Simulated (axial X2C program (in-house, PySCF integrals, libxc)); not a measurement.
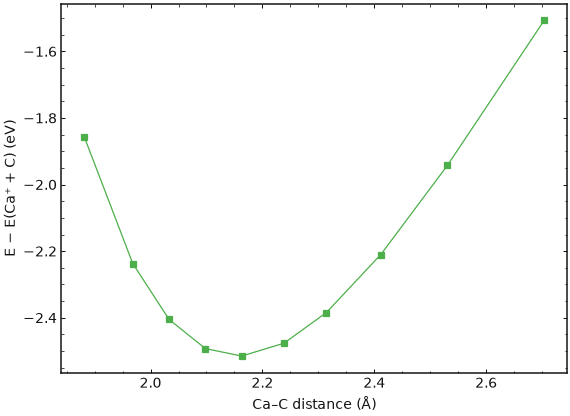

**Figure 1.** Energy at 10 bond lengths, for one set of occupations held fixed; the line joins the points. A polynomial of degree 6 through 9 points gives rₑ = 2.156 Å, ωₑ = 609.1 cm⁻¹, ωₑxₑ = 2.7 cm⁻¹ and Bₑ = 0.3929 cm⁻¹. The minimum lies 2.52 eV below Ca⁺ + C, each computed as one determinant at the same level.

**Relativistic diatomic calculation for CaC⁺**

CaC⁺, single determinant with M_S = 3/2 and |Λ| = 0. Computed at this level: PBE50, spin-free X2C-1e, Ca dyall-cv3z, C dyall-v3z (cores contracted) (axial X2C program (in-house, PySCF integrals, libxc)).

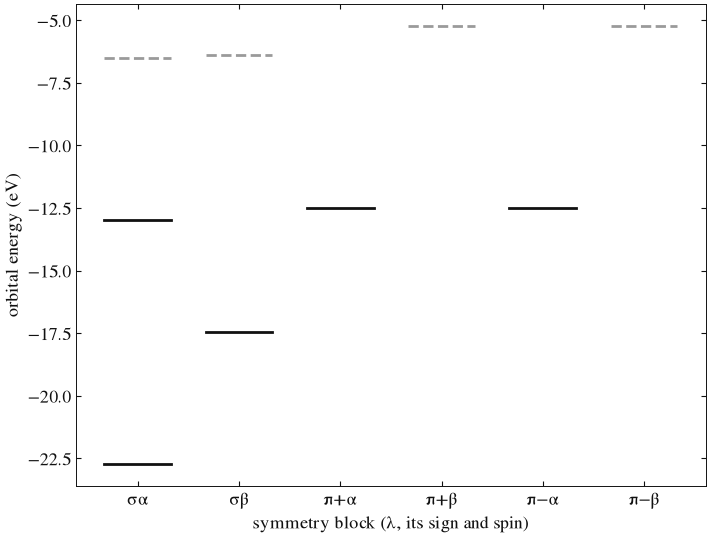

**Figure 2.** Orbital energies near the frontier at 2.16 Å, filled (solid) and empty (dashed); a label such as π−α means λ = −1 and α spin. The highest filled orbital (π−α; 79 % C p, 14 % Ca d) lies at −12.48 eV, the lowest empty one (σα; 72 % Ca s, 16 % Ca p) at −6.52 eV.

These pictures come from the run below.

### Input
```
{"zs": [20, 6], "q": 1, "bas": ["dyall-cv3z", "dyall-v3z"], "levels": ["PBE0", "HF", "PBE50"], "cc": true, "r0": 2.14, "thr": -2.0, "nmax": 90, "npts": 10, "nst": 2, "ntry": 6}
```

The line is the task of a batch: nuclear charges, charge, bases, the levels to run, a first guess of the distance and further settings. This report covers PBE50 without spin-orbit coupling. The log is that of the reference distance 2.163 Å.

Launched within a batch (the task file carries these settings):
```bash
python <driver script> task.json out
```

### Output
```
spin-free X2C-1e  PBE50
basis functions 147  fitting functions 598  grid points 5082
iter        total energy     max residual
   1       -718.029455555     5.86e-02
   2       -718.031672035     3.24e-03
   3       -718.031835963     7.42e-03
   4       -718.031897512     4.74e-04
   5       -718.031900658     2.74e-04
   6       -718.031901633     9.01e-05
   7       -718.031901676     1.83e-05
   8       -718.031901681     5.28e-06
converged
one-electron -1035.19086796  Coulomb 329.20745390  exact exchange -20.28956240  xc functional -21.11688421  nuclear repulsion 29.35795900
```

### The points of the curve

| R (Å) | E (hartree) | dipole (D; origin at the first atom, positive when the second is positive) | highest filled (eV) | lowest empty (eV) |
| --- | --- | --- | --- | --- |
| 1.882 | −718.007748 | −3.86 | −13.38 | −6.22 |
| 1.968 | −718.021696 | −4.21 | −13.21 | −6.31 |
| 2.033 | −718.027864 | −4.47 | −12.95 | −6.38 |
| 2.098 | −718.031078 | −4.71 | −12.71 | −6.45 |
| 2.163 | −718.031902 | −4.95 | −12.48 | −6.52 |
| 2.239 | −718.030481 | −5.22 | −12.24 | −6.60 |
| 2.314 | −718.027099 | −5.47 | −12.03 | −6.69 |
| 2.412 | −718.020695 | −5.78 | −11.77 | −6.80 |
| 2.531 | −718.010862 | −6.10 | −11.52 | −6.92 |
| 2.704 | −717.994855 | −6.39 | −11.25 | −7.08 |

### Results in brief

```
                    quantity                                                                 value
                     outcome                                                             converged
              bond length rₑ                                                               2.156 Å
                          ωₑ                                                            609.1 cm⁻¹
       energy at the minimum                                                    −718.03191 hartree
   depth below the fragments                                                               2.52 eV
largest ⟨S²⟩ along the curve                                                                  3.75
                    hardware  1 thread of Arm Neoverse V2, 24 GiB of memory available, shared host
                   wall time                                                                   3 s
                 peak memory                                                              0.78 GiB
```
